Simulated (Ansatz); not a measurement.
# Si2F6 (hexafluorodisilane): BHLYP/def2-SVP

What is the electronic atomisation energy of Si2F6 (hexafluorodisilane) at BHLYP/def2-SVP? 

The results are computed with Ansatz 0.2.0.

19 further runs of the same task are left out: 19 set aside as unsound or not needed. Runs told in other sessions of the task aren't counted.

### Step 1. The system as given

The species is Si2F6 (8 atoms), meant as a singlet with charge 0. SMILES: `F[Si](F)(F)[Si](F)(F)F`. The shape is that of a PBE0-D4/def2-TZVP optimisation.

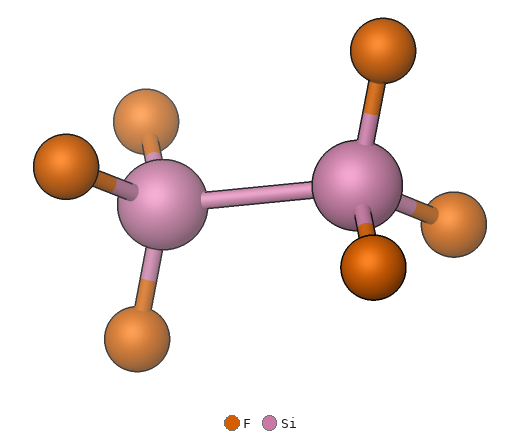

Viewed from a chosen angle; fluorine orange, silicon pink.

### Step 2. The energy at BHLYP/def2-SVP

molecule.yaml reads:

```yaml
crystal:
  periodic: [false, false, false]
  atoms:
    - {symbol: F, position_ang: [0.360870, -1.835490, 1.275760]}
    - {symbol: Si, position_ang: [0.788530, -0.848100, 0.126890]}
    - {symbol: F, position_ang: [0.934470, -1.673030, -1.205730]}
    - {symbol: F, position_ang: [2.195680, -0.244350, 0.491690]}
    - {symbol: Si, position_ang: [-0.788750, 0.847840, -0.127190]}
    - {symbol: F, position_ang: [-0.943620, 1.663720, 1.209990]}
    - {symbol: F, position_ang: [-0.353860, 1.843300, -1.266340]}
    - {symbol: F, position_ang: [-2.193320, 0.246130, -0.505090]}
basis:
  gaussian: {orbitals: def2-SVP}
hamiltonian: {xc: {name: BHLYP}}
accuracy: high
output: {orbitals: {seedname: orbitals}}
```

On the command line:

```bash
ansatz run molecule.yaml --threads 1 --pin off --max-ram 3480MiB --events-out events.jsonl --progress --plain --runs-dir runs
```

Log:

```text
Warning: RAYON_NUM_THREADS=1 ignored (pool sized by the plan → 1); use --threads N
Functional definition: BHLYP
  name "BHLYP"
  parameter a = 0.5
  exchange = (1 - a)*b88_x + a*exact_x
  correlation = lyp_c
2388 factors; integrals over basis functions are off by at most 3.3e-9 eV
mean field evaluation 1: about -32035.8802 eV, gradient 6.4e1 eV
mean field evaluation 2: about -32034.4954 eV, gradient 7.3e1 eV
mean field evaluation 4: about -32042.1197 eV, gradient 1.0e0 eV
mean field evaluation 8: about -32042.6197 eV, gradient 8.0e-2 eV
mean field evaluation 16: about -32042.6197 eV, gradient 4.1e-6 eV
mean field -32042.61973490 eV, -1177.5445559899 hartree, gradient 1.7e-8 eV, S^2 0.000000; 0 other end points of the search recorded, 0 dependent functions left out
reference -32042.61976067 eV, -1177.5445569368 hartree; 41, 41 occupied and 79, 79 virtual orbitals, 2388 factors
Total energy: -32042.61976067 eV, -1177.5445569368 hartree
```

Wall time 8.1 s (1 thread of Intel Xeon 6975P-C (Granite Rapids), shared host); peak memory 0.53 GiB.

### Step 3. The F atom

input.yaml reads:

```yaml
basis:
  gaussian:
    orbitals: def2-SVP
crystal:
  periodic: [false, false, false]
  atoms:
    - symbol: F
      position_ang: [0.000000, 0.000000, 0.000000]
magnetization:
  spin_polarized: true
  initial_magnetization: 1
accuracy: high
hamiltonian:
  xc: {name: BHLYP}
```

Run the same way, it converges to -99.61660 Eh (log not shown).

### Step 4. The Si atom at the same level

job.yaml reads:

```yaml
crystal:
  periodic: [false, false, false]
  atoms:
    - {symbol: Si, position_ang: [0.000000, 0.000000, 0.000000]}
basis:
  gaussian:
    orbitals: def2-SVP
magnetization:
  spin_polarized: true
  initial_magnetization: 2
hamiltonian:
  xc: {name: BHLYP}
accuracy: high
```

Run the same way, it converges to -289.27962 Eh (log not shown).

### Step 5. Results

At BHLYP/def2-SVP:

```
                     quantity           value
       molecule: total energy  -1177.54456 Eh
        molecule: HOMO energy       -11.79 eV
        molecule: LUMO energy         0.42 eV
      molecule: HOMO–LUMO gap        12.21 eV
         F atom: total energy    -99.61660 Eh
                 F atom: ⟨S²⟩           0.751
        Si atom: total energy   -289.27962 Eh
                Si atom: ⟨S²⟩           2.004
electronic atomisation energy       34.987 eV
```

Taking the molecule apart into free atoms costs 34.99 eV (807 kcal/mol), before zero-point energy and without spin-orbit coupling.
